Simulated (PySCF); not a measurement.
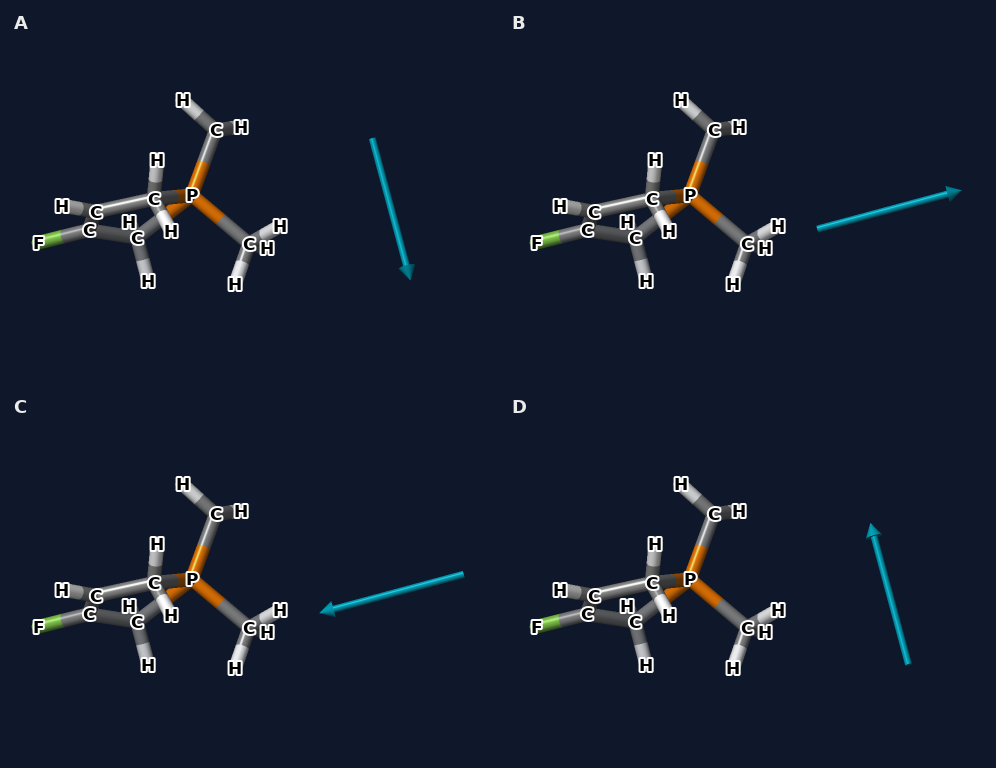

The same molecule four times, each with an arrow. The geometry was computed by an optimisation with GFN2-xTB. No frequency run is at hand to confirm it as a minimum. Level of theory: CAM-B3LYP/def2-SVPD, gas phase (PySCF 2.14.0).

Which arrow points along the dipole moment, from the negative to the positive end?

A. The dipole moment is 2.63 D.

The geometry is semi-empirical. Around P such bond lengths and angles can be off by a tenth of an ångström or more and by several degrees, and values that hang on the shape move with them.
